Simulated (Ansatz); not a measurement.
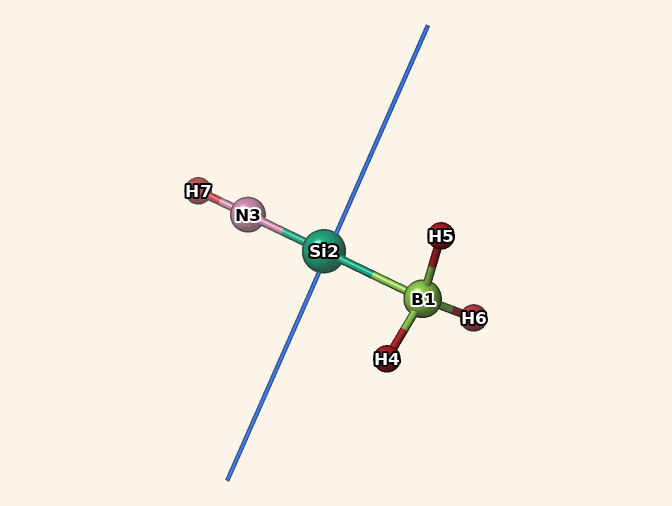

A line through the centre of mass is drawn in. Atoms fade into the background with distance from the viewer. The geometry was computed by an optimisation with PBE0-D4/def2-TZVP. No frequency run is at hand to confirm it as a minimum.

Q: Is the line a proper rotation axis of the structure, and of what order?

A: No. The point group is C3v, with 1 C3 axis and 3 mirror planes, and this line isn't one of its proper axes.
